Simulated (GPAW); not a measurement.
# A GW chain in GPAW: YPO4 (I4_1/amd)

Wanted: ground state, empty states, screening and self-energy for YPO4 (I4_1/amd).

Main program and level: GPAW 26.7.0; LDA and many-body steps on it, plane waves.

The database entry behind the starting cell differs from later determinations by our own check (impure mineral, about 0.2 % long), so it need not match the best structure at ambient conditions.

## (1) The structure

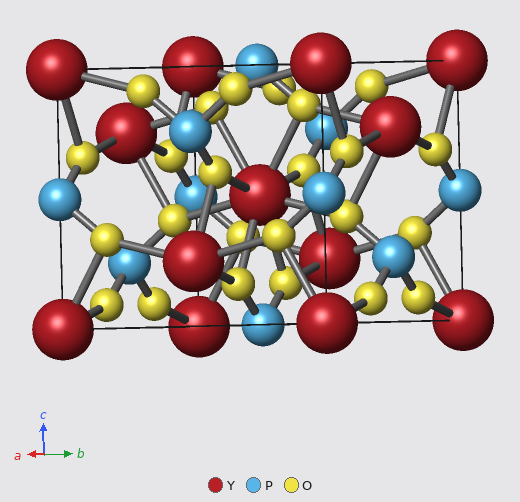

The starting structure, seen slightly off an axis (yttrium red, phosphorus blue, oxygen yellow). This picture shows the conventional cell, with its axes. Some periodic images of atoms are drawn too.

The cell and positions come from the Crystallography Open Database and are kept as given unless a step says otherwise.

## (2) Ground state

This step: GPAW 26.7.0; DFT, LDA, plane waves, PAW.

The ground-state density comes first.

File run.py:

```python
import json
import numpy as np
from gpaw.mpi import world
from ase import Atoms
from gpaw import GPAW, PW, FermiDirac

atoms = Atoms(['Y', 'Y', 'P', 'P', 'O', 'O', 'O', 'O', 'O', 'O', 'O', 'O'],
    cell=[[-3.4473500000, 3.4473500000, 3.0138000000],
      [3.4473500000, -3.4473500000, 3.0138000000],
      [3.4473500000, 3.4473500000, -3.0138000000]],
    scaled_positions=[[0.7500000000, 0.2500000000, 0.5000000000],
      [0.0000000000, 0.0000000000, 0.0000000000],
      [0.5000000000, 0.5000000000, 0.0000000000],
      [0.2500000000, 0.7500000000, 0.5000000000],
      [0.1661000000, 0.3408000000, 0.8253000000],
      [0.0908000000, 0.7655000000, 0.6747000000],
      [0.5155000000, 0.3408000000, 0.1747000000],
      [0.0908000000, 0.4161000000, 0.3253000000],
      [0.5839000000, 0.9092000000, 0.6747000000],
      [0.6592000000, 0.8339000000, 0.1747000000],
      [0.2345000000, 0.9092000000, 0.3253000000],
      [0.6592000000, 0.4845000000, 0.8253000000]],
    pbc=(True, True, True))
calc = GPAW(mode=PW(600),
    xc='LDA',
    kpts={'size': (6, 6, 6), 'gamma': True},
    occupations=FermiDirac(0.001),
    nbands=-12,
    convergence={'density': 1e-6, 'bands': -3},
    maxiter=100,
    txt='gs.txt')
atoms.calc = calc
res = {'energy': atoms.get_potential_energy()}
kpts = calc.get_ibz_k_points()
res['kpts'] = kpts
res['eigenvalues'] = [calc.get_eigenvalues(kpt=k) for k in range(len(kpts))]
res['n_electrons'] = calc.get_number_of_electrons()
calc.write('gs.gpw')

if world.rank == 0:
    with open('result.json', 'w') as f:
        json.dump(res, f, default=lambda x: x.tolist())
```

Started as:

```bash
> mpirun -n 4 gpaw python run.py
```

Numbers of over 12 decimals in the logs are rounded to 6 here.

Output:

```text
__  _  _
 | _ |_)|_||  |
 |__||  | ||/\| - 26.7.0

Input parameters:
  mode=PW(ecut=600.0),
  convergence={'density': 1e-06, 'bands': -3},
  kpts=MonkhorstPack(size=(6, 6, 6), gamma=True),
  maxiter=100,
  nbands=-12,
  occupations=Occupations(name='fermi-dirac', width=0.001, fixmagmom=False),
  xc=XC(name='LDA')
  [... matrices ...]
Diagonalizing LCAO Hamiltonian
Converting LCAO to pw mode

           O
        P Y    O O
               O
                P
             O   O O
        Y

Atoms  # Å, Bohr magnetons
|    | symbol |        x |         y |         z |    initial magnetic moments |
|  0 |      Y | 0.000000 |  3.447350 |  1.506900 | ( 0.0000,  0.0000,  0.0000) |
|  1 |      Y | 0.000000 |  0.000000 |  0.000000 | ( 0.0000,  0.0000,  0.0000) |
|  2 |      P | 0.000000 |  0.000000 |  3.013800 | ( 0.0000,  0.0000,  0.0000) |
|  3 |      P | 3.447350 |  0.000000 |  1.506900 | ( 0.0000,  0.0000,  0.0000) |
|  4 |      O | 3.447350 |  2.242846 | -0.959594 | ( 0.0000,  0.0000,  0.0000) |
|  5 |      O | 4.651854 |  0.000000 |  0.547306 | ( 0.0000,  0.0000,  0.0000) |
|  6 |      O | 0.000000 |  1.204504 |  2.054206 | ( 0.0000,  0.0000,  0.0000) |
|  7 |      O | 2.242846 | -0.000000 |  0.547306 | ( 0.0000,  0.0000,  0.0000) |
|  8 |      O | 3.447350 |  1.204504 |  2.466494 | ( 0.0000,  0.0000,  0.0000) |
|  9 |      O | 1.204504 |  0.000000 |  3.973394 | ( 0.0000,  0.0000,  0.0000) |
| 10 |      O | 3.447350 | -1.204504 |  2.466494 | ( 0.0000,  0.0000,  0.0000) |
| 11 |      O | 2.242846 |  3.447350 |  0.959594 | ( 0.0000,  0.0000,  0.0000) |

Unit cell  # Å
| periodic |         x |         y |         z |  lengths |     angles |
|      yes | -3.447350 |  3.447350 |  3.013800 | 5.731617 | 106.050642 |
|      yes |  3.447350 | -3.447350 |  3.013800 | 5.731617 | 106.050642 |
|      yes |  3.447350 |  3.447350 | -3.013800 | 5.731617 | 116.553051 |

Number of symmetries: 8
Symmetry operations  # r_c * U_cc + t_c -> r_c
|   | kind |            matrix            |
| 0 |  σ   |  1, 1, 1,  0, 0,-1,  0,-1, 0 |
| 1 |  E   |  1, 0, 0,  0, 1, 0,  0, 0, 1 |
| 2 |  C2  |  0, 1, 0,  1, 0, 0, -1,-1,-1 |
| 3 |  S4  |  0, 0, 1, -1,-1,-1,  0, 1, 0 |
| 4 |  σ   |  0, 0,-1,  1, 1, 1, -1, 0, 0 |
| 5 |  C2  |  0,-1, 0, -1, 0, 0,  0, 0,-1 |
| 6 |  C2  | -1, 0, 0,  0,-1, 0,  1, 1, 1 |
| 7 |  S4  | -1,-1,-1,  0, 0, 1,  1, 0, 0 |

BZ-sampling:
  Number of BZ points: 216
  Number of IBZ points: 30

  Monkhorst-Pack size: [6, 6, 6]
  Monkhorst-Pack shift: [0.083333, 0.083333, 0.083333]

K-points  # in reciprocal-cell coordinates
|     |                                coordinates |     weight |
|   0 | (  0.00000000,   0.00000000,   0.00000000) | 0.00462963 |
|   1 | (  0.16666667,  -0.16666667,   0.00000000) | 0.01851852 |
|   2 | (  0.16666667,  -0.16666667,   0.16666667) | 0.01851852 |
|   3 | (  0.16666667,   0.00000000,   0.00000000) | 0.03703704 |
|   4 | (  0.16666667,   0.16666667,  -0.16666667) | 0.00925926 |
|   5 | (  0.33333333,  -0.33333333,   0.00000000) | 0.01851852 |
|   6 | (  0.33333333,  -0.33333333,   0.16666667) | 0.03703704 |
|   7 | (  0.33333333,  -0.33333333,   0.33333333) | 0.01851852 |
|   8 | (  0.33333333,  -0.16666667,   0.00000000) | 0.07407407 |
|   9 | (  0.33333333,  -0.16666667,   0.16666667) | 0.03703704 |
| ... |                                            |            |
|  29 | (  0.50000000,   0.50000000,   0.50000000) | 0.00462963 |

Plane wave coefficients: 4808
Cutoff: 600.0 eV

Spin-components: 1 (collinear spins)
Bands:           52
Projectors:      62
Spin-degeneracy: 2
Datatype:        complex128

  Storage: CPU
  Wave functions: 119_633_280 bytes (29_908_320 per core)
  Projectors: 85_123_680 bytes (21_280_920 per core)
  [... matrices ...]
Parallelization:
  kpt:    4
  domain: 1
  band:   1

Density:
  Valence electrons: 80.0
  Components: 1
  Grid points: [35 35 35]
  Charge: 0.0  # |e|

Potential:
  Grid points: [35 35 35]

species:
  Y:
    name:    Yttrium
    Z:       39.0
    valence: 11
    core:    28
    charge:  0.0  # [|e|]
    compensation charges:
      type: gauss
      rc: 0.40  # [Å]
      lmax: 2
    cutoffs:
      filter: 2.39  # [Å]
      core: 1.70  # [Å]
    projectors
    | kind |    occ | energy [eV] | rcut [Å] |
    |   4s |  2.000 |     -47.976 |    1.328 |
    |   5s |  2.000 |      -4.228 |    1.328 |
    |   4p |  6.000 |     -27.951 |    1.318 |
    |   5p |  0.000 |      -1.496 |    1.318 |
    |   4d |  1.000 |      -2.645 |    1.286 |
    |    d |        |      24.567 |    1.286 |

    Using partial waves for Y as LCAO basis

  P:
    name:    Phosphorus
    Z:       15.0
    valence: 5
    core:    10
    charge:  0.0  # [|e|]
    compensation charges:
      type: gauss
      rc: 0.30  # [Å]
      lmax: 2
    cutoffs:
      filter: 1.69  # [Å]
      core: 1.81  # [Å]
    projectors
    | kind |    occ | energy [eV] | rcut [Å] |
    |   3s |  2.000 |     -14.015 |    0.953 |
    |   3p |  3.000 |      -5.596 |    0.953 |
    |    s |        |      13.197 |    0.953 |
    |    p |        |      21.615 |    0.953 |
    |    d |        |       0.000 |    0.953 |

    Using partial waves for P as LCAO basis

  O:
    name:    Oxygen
    Z:       8.0
    valence: 6
    core:    2
    charge:  0.0  # [|e|]
    compensation charges:
      type: gauss
      rc: 0.21  # [Å]
      lmax: 2
    cutoffs:
      filter: 1.17  # [Å]
      core: 0.83  # [Å]
    projectors
    | kind |    occ | energy [eV] | rcut [Å] |
    |   2s |  2.000 |     -23.752 |    0.688 |
    |   2p |  4.000 |      -9.195 |    0.598 |
    |    s |        |       3.459 |    0.688 |
    |    p |        |      18.016 |    0.598 |
    |    d |        |       0.000 |    0.619 |

    Using partial waves for O as LCAO basis

Reference energy: -218744.249008  # eV

eigensolver:
  PPCG
  Converge bands: -3
  niter=2

density mixing:
  MSR1-Mixer
  Pratt-step length: 0.05
  Maximum mixing coefficient: 0.75
  Old densities: 10
  SVD Regularization: 0.005
  Good broyden scale: 1.0
  Trust region scale: 1.0
  Backstep threshold: 4.0
  History deletion threshold: 6.0
  Fourier metric: weight=20.0, sigma=0.015

occupation numbers:
  Fermi-Dirac:
    width: 0.0010  # eV

poisson solver:
  ecut: 4800.0  # eV

xc functional:
  name: None

Initialization done in: 10.855 s

convergence criteria:
- Maximum integral of absolute [dens]ity change: 1e-06 electrons / valence electron
- Maximum [total energy] change in last 3 cyles: 0.0005 eV / valence electron
- Maximum integral of absolute [eigenst]ate change: 4e-08 eV^2 / valence electron
maximum number of iterations: 100

SCF iterations
|iter     |     time |      energy | eigst |  dens |
|iter:   1|  | -117.248809 | +0.53 |       |
|iter:   2|  | -114.683084 | -0.57 | -0.81 |
|iter:   3|  | -107.017424 | -0.08 | -0.86 |
|iter:   4|  | -106.992774 | -1.13 | -1.47 |
|iter:   5|  | -106.992258c| -1.57 | -1.78 |
|iter:   6|  | -106.992423c| -2.19 | -2.29 |
|iter:   7|  | -106.992537c| -2.65 | -3.11 |
|iter:   8|  | -106.992539c| -3.11 | -3.89 |
|iter:   9|  | -106.992539c| -3.44 | -4.37 |
|iter:  10|  | -106.992539c| -3.83 | -5.05 |
|iter:  11|  | -106.992539c| -4.14 | -5.72 |
|iter:  12|  | -106.992539c| -4.51 | -6.35c|
|iter:  13|  | -106.992539c| -4.80 | -6.94c|
|iter:  14|  | -106.992539c| -5.15 | -7.34c|
|iter:  15|  | -106.992539c| -5.40 | -7.86c|
|iter:  16|  | -106.992539c| -5.80 | -8.39c|
|iter:  17|  | -106.992539c| -6.06 | -8.94c|
|iter:  18|  | -106.992539c| -6.38 | -9.43c|
|iter:  19|  | -106.992539c| -6.67 | -9.97c|
|iter:  20|  | -106.992539c| -6.95 |-10.47c|
|iter:  21|  | -106.992539c| -7.16 |-11.23c|
|iter:  22|  | -106.992539c| -7.41c|-11.73c|

Converged in 22 steps
SCF loop duration: 173.927 s (7.906 s/step)
Energy contributions relative to reference atoms: (reference = -218744.249008)
  [... matrices ...]
Energy contributions:
  Kinetic:          89.197564
  Coulomb:         -86.866577
  Zero:              0.300853
  External:          0.000000
  Xc:             -109.624379
  Entropy:          -0.000000
  Spinorbit:         0.000000
  ----------------------------
  Free energy:    -106.992539
  Extrapolated:   -106.992539

dipole moment: (-11.597975, -32.452659, -3.258967)  # |e|*Ang

Fermi level: 5.738
Eigenvalues  # (at kpt = [0.000, 0.000, 0.000])
| band index |      eig [eV] | occ [0-2] |
|          0 |       -35.596 |     2.000 |
|        ... |               |           |
|         32 |         2.836 |     2.000 |
|         33 |         2.966 |     2.000 |
|         34 |         3.350 |     2.000 |
|         35 |         3.350 |     2.000 |
|         36 |         3.606 |     2.000 |
|         37 |         3.606 |     2.000 |
|         38 |         3.620 |     2.000 |
|         39 |         4.130 |     2.000 |
|         40 |        10.159 |     0.000 |
[...]
|         44 |        11.325 |     0.000 |
|         45 |        11.325 |     0.000 |
|         46 |        11.455 |     0.000 |
|         47 |        11.455 |     0.000 |
|        ... |               |           |
|         51 |        13.966 |     0.000 |

Gap: 5.784 eV
Transition (v -> c):
  (s=0, k=0, n=39, [0.00, 0.00, 0.00]) -> (s=0, k=5, n=40, [0.33, -0.33, 0.00])
Direct/indirect transitions are different
Direct gap: 6.002 eV
Transition at: (s=0, k=1, n=39, [0.17, -0.17, 0.00])
# Writing to gs.gpw (mode='')
  [... matrices ...]
```

Run time: 3.1 min. Hardware: 4 MPI ranks of Intel Xeon Platinum 8259CL at 2.50GHz (Skylake/Cascade Lake), shared host; peak memory 1.2 GiB.

Numbers from this step:

```yaml
total_energy: -106.9925 eV
gap: 5.784 eV
k_of_the_valence_top: 0, 0, 0
k_of_the_conduction_bottom: 0.3333, -0.3333, 0
least_direct_gap: 6.002 eV
```

The gap is indirect, with the least direct gap 0.22 eV higher.

## (3) Bands along the symmetry lines

Levels along a band path, at the cheap level, show where the edges lie and whether the meshes to come will hold them.

File run.py:

```python
import json
import numpy as np
from gpaw.mpi import world
from gpaw import GPAW

path = [[0.000000, 0.000000, 0.000000],
    [0.000000, 0.000000, 0.062500],
    [0.000000, 0.000000, 0.125000],
    [0.000000, 0.000000, 0.187500],
    [0.000000, 0.000000, 0.250000],
    [0.000000, 0.000000, 0.312500],
    [0.000000, 0.000000, 0.375000],
    [0.000000, 0.000000, 0.437500],
    [0.000000, 0.000000, 0.500000],
    [-0.062500, 0.062500, 0.500000],
    [-0.125000, 0.125000, 0.500000],
    [-0.187500, 0.187500, 0.500000],
    [-0.250000, 0.250000, 0.500000],
    [-0.312500, 0.312500, 0.500000],
    [-0.375000, 0.375000, 0.500000],
    [-0.437500, 0.437500, 0.500000],
    [-0.500000, 0.500000, 0.500000],
    [-0.437500, 0.437500, 0.437500],
    [-0.375000, 0.375000, 0.375000],
    [-0.312500, 0.312500, 0.312500],
    [-0.250000, 0.250000, 0.250000],
    [-0.187500, 0.187500, 0.187500],
    [-0.125000, 0.125000, 0.125000],
    [-0.062500, 0.062500, 0.062500],
    [0.000000, 0.000000, 0.000000],
    [0.055134, 0.055134, -0.055134],
    [0.110268, 0.110268, -0.110268],
    [0.165402, 0.165402, -0.165402],
    [0.220536, 0.220536, -0.220536],
    [0.275670, 0.275670, -0.275670],
    [0.330804, 0.330804, -0.330804],
    [0.385938, 0.385938, -0.385938],
    [0.441072, 0.441072, -0.441072],
    [-0.441072, 0.558928, 0.441072],
    [-0.448438, 0.551562, 0.448438],
    [-0.455804, 0.544196, 0.455804],
    [-0.463170, 0.536830, 0.463170],
    [-0.470536, 0.529464, 0.470536],
    [-0.477902, 0.522098, 0.477902],
    [-0.485268, 0.514732, 0.485268],
    [-0.492634, 0.507366, 0.492634],
    [-0.500000, 0.500000, 0.500000],
    [0.000000, 0.000000, 0.500000],
    [0.031250, 0.031250, 0.468750],
    [0.062500, 0.062500, 0.437500],
    [0.093750, 0.093750, 0.406250],
    [0.125000, 0.125000, 0.375000],
    [0.156250, 0.156250, 0.343750],
    [0.187500, 0.187500, 0.312500],
    [0.218750, 0.218750, 0.281250],
    [0.250000, 0.250000, 0.250000],
    [0.218750, 0.281250, 0.218750],
    [0.187500, 0.312500, 0.187500],
    [0.156250, 0.343750, 0.156250],
    [0.125000, 0.375000, 0.125000],
    [0.093750, 0.406250, 0.093750],
    [0.062500, 0.437500, 0.062500],
    [0.031250, 0.468750, 0.031250],
    [0.000000, 0.500000, 0.000000],
    [0.000000, 0.437500, 0.000000],
    [0.000000, 0.375000, 0.000000],
    [0.000000, 0.312500, 0.000000],
    [0.000000, 0.250000, 0.000000],
    [0.000000, 0.187500, 0.000000],
    [0.000000, 0.125000, 0.000000],
    [0.000000, 0.062500, 0.000000],
    [0.000000, 0.000000, 0.000000]]
calc = GPAW('gs.gpw').fixed_density(kpts=path,
    symmetry='off',
    nbands=50,
    convergence={'bands': 46},
    txt='bands.txt')
res = {}
kpts = calc.get_ibz_k_points()
res['kpts'] = kpts
res['eigenvalues'] = [calc.get_eigenvalues(kpt=k) for k in range(len(kpts))]
res['n_electrons'] = calc.get_number_of_electrons()

if world.rank == 0:
    with open('result.json', 'w') as f:
        json.dump(res, f, default=lambda x: x.tolist())
```

Started as:

```bash
> mpirun -n 4 gpaw python run.py
```

Output:

```text
Diagonalizing LCAO Hamiltonian
Converting LCAO to pw mode
convergence criteria:
- Maximum integral of absolute [eigenst]ate change: 4e-08 eV^2 / valence electron
maximum number of iterations: 100

SCF iterations
|iter     |     time |      energy | eigst |  dens |
|iter:   1|  |             | +0.47 |       |
|iter:   2|  |             | -0.71 |       |
|iter:   3|  |             | -1.47 |       |
[...]
|iter:  21|  |             | -7.14 |       |
|iter:  22|  |             | -7.31 |       |
|iter:  23|  |             | -7.46c|       |
SCF steps: 23
  __  _  _
 | _ |_)|_||  |
 |__||  | ||/\| - 26.7.0

Input parameters:
  mode=PW(ecut=600.0),
  convergence={'bands': 46},
  gpts=array([35, 35, 35]),
  kpts=KPoints(kpts=array([[ 0.      ,  0.      ,  0.      ],
         [ 0.      ,  0.      ,  0.0625  ],
         [ 0.      ,  0.      ,  0.125   ],
         [ 0.      ,  0.      ,  0.1875  ],
[...]
[-0.0625  ,  0.0625  ,  0.5     ],
         [-0.125   ,  0.125   ,  0.5     ],
         [-0.1875  ,  0.1875  ,  0.5     ],
[...]
[ 0.055134,  0.055134, -0.055134],
         [ 0.110268,  0.110268, -0.110268],
         [ 0.165402,  0.165402, -0.165402],
         [ 0.220536,  0.220536, -0.220536],
[...]
[ 0.330804,  0.330804, -0.330804],
         [ 0.385938,  0.385938, -0.385938],
         [ 0.441072,  0.441072, -0.441072],
         [-0.441072,  0.558928,  0.441072],
         [-0.448438,  0.551562,  0.448438],
         [-0.455804,  0.544196,  0.455804],
         [-0.46317 ,  0.53683 ,  0.46317 ],
         [-0.470536,  0.529464,  0.470536],
         [-0.477902,  0.522098,  0.477902],
         [-0.485268,  0.514732,  0.485268],
         [-0.492634,  0.507366,  0.492634],
         [-0.5     ,  0.5     ,  0.5     ],
[...]
[ 0.      ,  0.125   ,  0.      ],
         [ 0.      ,  0.0625  ,  0.      ],
         [ 0.      ,  0.      ,  0.      ]])),
  maxiter=100,
  nbands=50,
  occupations=Occupations(name='fermi-dirac', width=0.001, fixmagmom=False),
  parallel={},
  symmetry=Symmetry(point_group=False, time_reversal=False),
  xc=XC(name='LDA')
```

Elapsed: 5.8 min, on 4 MPI ranks; peak memory 1.5 GiB; 23 min of CPU time.

This step gave:

* gap: 5.785 eV
* k of the valence top: 0, 0, 0
* k of the conduction bottom: 0, 0, 0.375
* least direct gap: 6.000 eV

The gap is 5.785 eV, +0.002 eV from the run before at this level.

Electronic bands along the path, in eV, zero at the top of the highest filled band:

| point | band 37 | band 38 | band 39 | band 40 | band 41 | band 42 | band 43 | band 44 |
| --- | --- | --- | --- | --- | --- | --- | --- | --- |
| Γ | -0.52 | -0.52 | -0.51 | 0.00 | 6.03 | 6.04 | 6.90 | 7.15 |
| X | -0.76 | -0.76 | -0.47 | -0.47 | 5.89 | 5.89 | 6.97 | 6.97 |
| M | -1.06 | -1.06 | -0.70 | -0.70 | 6.65 | 6.65 | 7.22 | 7.22 |
| Γ | -0.52 | -0.52 | -0.51 | 0.00 | 6.03 | 6.04 | 6.90 | 7.15 |
| Z | -1.18 | -0.84 | -0.57 | -0.57 | 6.62 | 6.67 | 7.06 | 7.07 |
| jump to Z0 | -1.18 | -0.84 | -0.57 | -0.57 | 6.62 | 6.67 | 7.06 | 7.07 |
| M | -1.06 | -1.06 | -0.70 | -0.70 | 6.65 | 6.65 | 7.22 | 7.22 |
| jump to X | -0.76 | -0.76 | -0.47 | -0.47 | 5.89 | 5.89 | 6.97 | 6.97 |
| P | -0.97 | -0.97 | -0.47 | -0.47 | 5.98 | 5.98 | 7.08 | 7.08 |
| N | -0.85 | -0.81 | -0.20 | -0.15 | 6.20 | 6.37 | 6.89 | 7.02 |
| Γ | -0.52 | -0.52 | -0.51 | 0.00 | 6.03 | 6.04 | 6.90 | 7.15 |

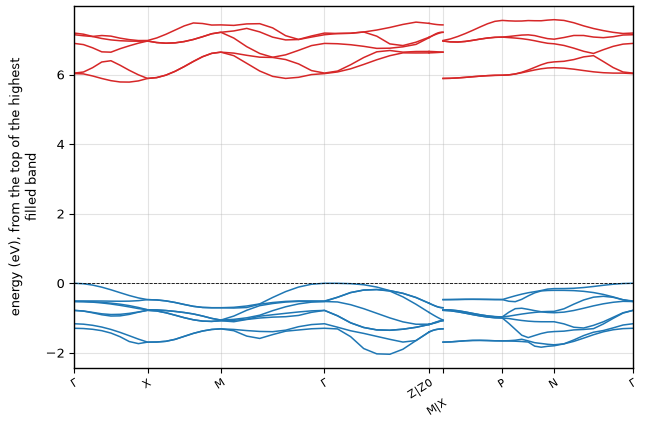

Electronic bands along the path; lines of filled and empty bands in two colours.

## (4) Empty states on the mesh, 4×4×4 mesh, 180 bands

The sums over transitions need many empty states on a uniform mesh; this step solves for them.

File run.py:

```python
import json
import numpy as np
from gpaw.mpi import world
from gpaw import GPAW

calc = GPAW('gs.gpw').fixed_density(kpts={'size': (4, 4, 4), 'gamma': True},
    nbands=210,
    convergence={'bands': 180},
    txt='nscf.txt')
calc.write('full.gpw', mode='all')
res = {}
kpts = calc.get_ibz_k_points()
res['kpts'] = kpts
res['eigenvalues'] = [calc.get_eigenvalues(kpt=k) for k in range(len(kpts))]
res['n_electrons'] = calc.get_number_of_electrons()

if world.rank == 0:
    with open('result.json', 'w') as f:
        json.dump(res, f, default=lambda x: x.tolist())
```

Started as:

```bash
> mpirun -n 4 gpaw python run.py
```

Output:

```text
Diagonalizing LCAO Hamiltonian
Converting LCAO to pw mode
convergence criteria:
- Maximum integral of absolute [eigenst]ate change: 4e-08 eV^2 / valence electron
maximum number of iterations: 100

SCF iterations
|iter     |     time |      energy | eigst |  dens |
|iter:   1|  |             | +3.81 |       |
|iter:   2|  |             | +2.60 |       |
|iter:   3|  |             | +1.47 |       |
[...]
|iter:  12|  |             | -6.97 |       |
|iter:  13|  |             | -7.32 |       |
|iter:  14|  |             | -7.94c|       |
SCF steps: 14
  __  _  _
 | _ |_)|_||  |
 |__||  | ||/\| - 26.7.0

Input parameters:
  mode=PW(ecut=600.0),
  convergence={'bands': 180},
  gpts=array([35, 35, 35]),
  kpts=MonkhorstPack(size=(4, 4, 4), gamma=True),
  maxiter=100,
  nbands=210,
  occupations=Occupations(name='fermi-dirac', width=0.001, fixmagmom=False),
  parallel={},
  xc=XC(name='LDA')
# Writing to full.gpw (mode='all')
  [... matrices ...]

timing:  # [seconds]
  Total: 0.217  # ━━━━━━━━━━━━━━━━━━━━━━━━━━━━━━━━━━━━━━━━━━━━━━━━━━━━━━━━━━━
```

The job ended after 3.7 min (4 MPI ranks; peak memory 1.5 GiB).

This step gave:

```
gap                                                           : 5.826 eV
k of the valence top                                          : 0, 0, 0
k of the conduction bottom                                    : 0.25, -0.25, 0
least direct gap                                              : 6.013 eV
k points computed                                             : 13
lowest point of the top converged band, above the valence top : 49.67 eV
```

On this mesh the gap is 5.826 eV. The earlier step found 5.784 eV, so this mesh misses an edge.

(Continued in part 2 of 2.)

[Paths, hosts, dates, memory and timing lines, banners, echoed tables and standing remarks are left out of the program output.]

[Logs are printed without paths, hosts, clocks, repeated set-up lines and the standing remarks that a program may print on its own settings, such as how far it seeks lower states.]

[Runs of the session that timed out or met a known fault of the program may be left out.]

[Hosts, paths, dates, database ids (printed as entryN), source tags and the programs' standing remarks are cut or masked in the printed files.]
